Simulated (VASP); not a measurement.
Here is the system:

```
AlRu
1.0
    2.98283     0.00000     0.00000
    0.00000     2.98283     0.00000
    0.00000     0.00000     2.98283
Al Ru
1 1
Direct
  0.50000   0.50000   0.50000
  0.00000   0.00000   0.00000
```

Level of theory: MS2 meta-GGA, VASP's PBE PAW potentials (set 64) (plane waves; VASP). Numerical set-up: 520 eV cut-off, 14×14×14 Γ-centred mesh, tetrahedra with Blöchl corrections, potentials Al Ru_pv.

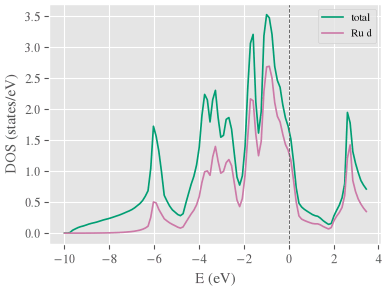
*Total and projected density of states, zero at the Fermi level*

Within 2 eV below the Fermi level the largest weight inside VASP's projection spheres is Ru d.

It has no gap at this level: it comes out as a metal or semimetal.

The compound is RuAl in the CsCl type structure. It was relaxed first. The electron count is odd and the run is not spin-polarised, which forces a metal.
